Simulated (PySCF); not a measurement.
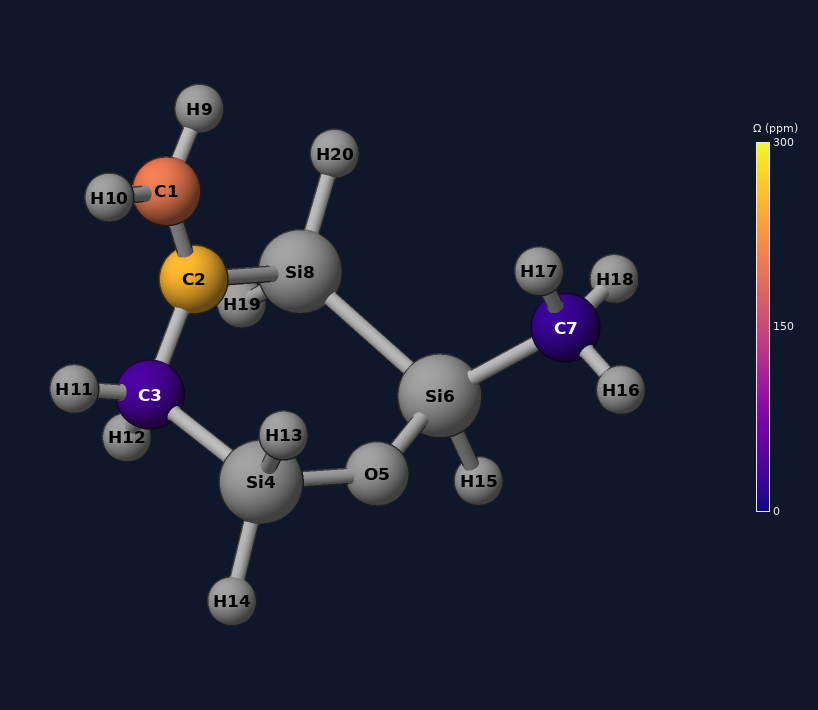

The C atoms are coloured by the span of their shielding tensor. The geometry was computed by an optimisation with GFN2-xTB. No frequency run is at hand to confirm it as a minimum. Method: GIAO PBE0/pcSseg-1 NMR shielding, non-relativistic, gas phase (PySCF 2.14.0). Principal shieldings σ11 ≤ σ22 ≤ σ33, span Ω = σ33 − σ11, skew κ = 3(σiso − σ22)/Ω.

Question. Which C atom has the most anisotropic shielding?

Answer. C2, with a span of 251 ppm.

Give the shielding tensors of the C atoms.

```
atom    σ11    σ22    σ33   σiso      Ω      κ
  C1  −59.9   77.1  142.6   53.3  202.5  −0.35
  C2  −76.0   16.8  175.4   38.8  251.4   0.26
  C3  137.9  149.4  176.7  154.7   38.8   0.41
  C7  169.1  189.7  194.3  184.4   25.1  −0.63
```

Shieldings and span in ppm.

The geometry is semi-empirical. Around Si such bond lengths and angles can be off by a tenth of an ångström or more and by several degrees, and values that hang on the shape move with them.
